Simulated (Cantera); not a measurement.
Input: 1 mol Zr, 0.46 mol O₂, 1.2 mol N₂, equilibrated at 0.100 bar.

Cantera equilibrium calculation (NASA polynomials, part measured and part estimated; ideal gas, pure solids and liquids). Candidate condensed phases: Zr, ZrN, ZrO₂; 13 gas species. Mutual solubility and eutectic melting of coexisting phases are not modelled. ZrN: taken at fixed stoichiometry. Condensed phases not in the tables: solid solutions among these carbides, nitrides and lower oxides. Equilibrium is a limit: real reactors are often held back by kinetics, nucleation or transport.

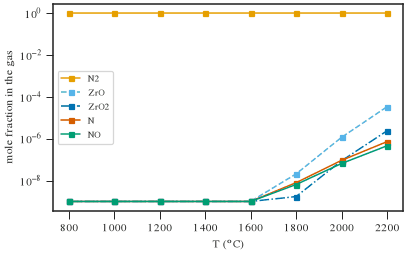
*Equilibrium gas composition (values under 1e-9 drawn at 1e-9)*

**Question.** Read off the mole fractions at 2000 °C.

**Answer.** N₂ about 1.00, ZrO about 1.2e-6, N about 9.2e-8, ZrO₂ about 8.8e-8, NO about 6.5e-8.
